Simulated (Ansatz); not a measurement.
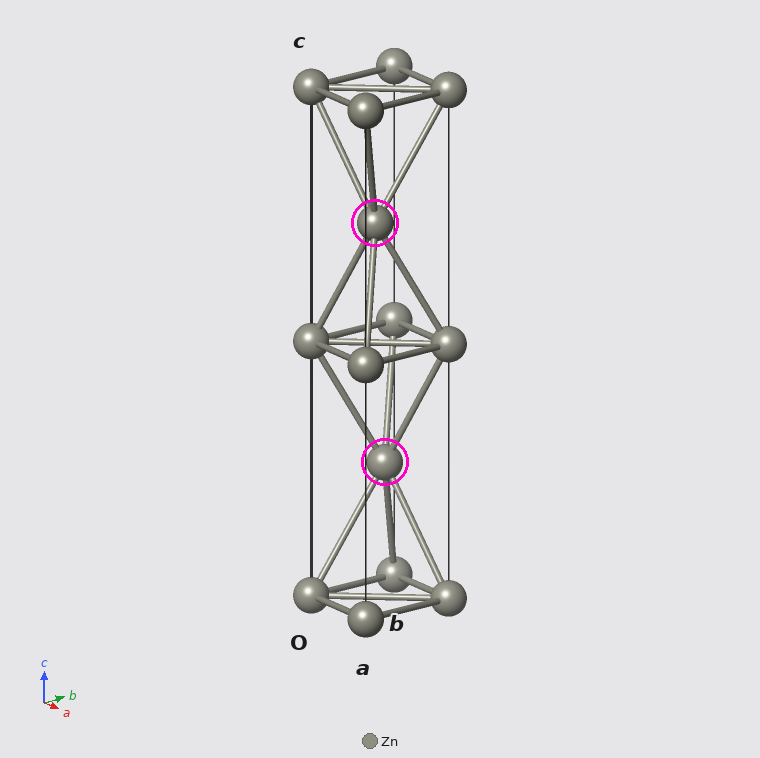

For Zn, the input geometry of an electronic-structure calculation (not necessarily at equilibrium); the starting structure was generated, so it need not be a known form of this composition: one unit cell; the ringed atoms, with their copies on corners, edges and faces, form one crystallographic orbit. The drawing is computed from the coordinates (standard cell, symmetry found to 0.002 Å).

a = 2.686 Å, b = 2.686 Å, c = 10.058 Å, α = 90.00°, β = 90.00°, γ = 120.00°; space group No. 194, P6_3/mmc.

**Which Wyckoff position do the ringed atoms fill?**

Zn on 2c, site symmetry -6m2: 24 operations a cell over 12 that keep the site give 2 atoms, with 0 free parameters.

**List their coordinates.**

(1/3, 2/3, 1/4); (2/3, 1/3, 3/4).
